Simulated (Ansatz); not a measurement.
System: As₇ (charge −1).

The calculation's input:

```
crystal:
  periodic: [false, false, false]
  atoms:
    - {symbol: As, position_ang: [0.112818, -2.197189, -0.510149]}
    - {symbol: As, position_ang: [-0.814849, -1.159479, 1.504911]}
    - {symbol: As, position_ang: [1.493649, 1.065144, -0.598526]}
    - {symbol: As, position_ang: [-1.778754, 0.745996, 0.045409]}
    - {symbol: As, position_ang: [-0.186980, 2.504343, 0.290206]}
    - {symbol: As, position_ang: [-0.346826, -0.026110, -1.775996]}
    - {symbol: As, position_ang: [1.520942, -0.932716, 1.044155]}
basis:
  gaussian: {orbitals: def2-SVP, initial_orbitals: start.molden}
total_charge: -1
hamiltonian: {xc: pbe0, dispersion: d4}
scf: {omitted_lower_state_checks: [starts]}
output: {orbitals: {seedname: orbitals}}
```

Launched as:

```sh
ansatz run in.yaml --threads 4 --pin off --events-out ev --progress --plain --max-ram 4787MiB
```

Geometry: PBE0-D4/def2-SVPD.

The calculation used Ansatz 0.2.0, RKS PBE0-D4/def2-SVP.

Predict the electron density and electron localisation function between the atoms.

As–As (2.39 Å): the density is about 0.58 e/Å³ at the midpoint; the ELF peaks at about 0.70 between the atoms.

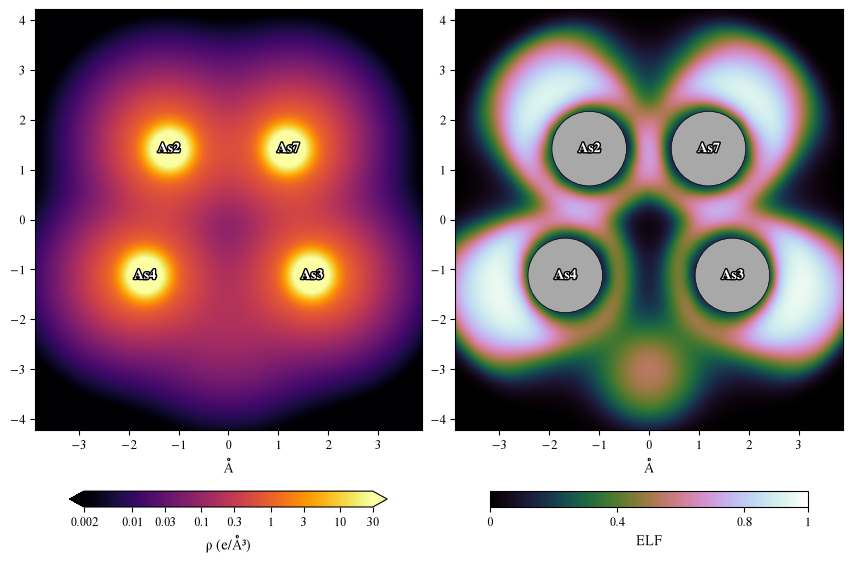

Computed electron density and electron localisation function on the plane of atoms As2, As7 and As3, in this order. Grey discs cover the atomic cores in the ELF map. 
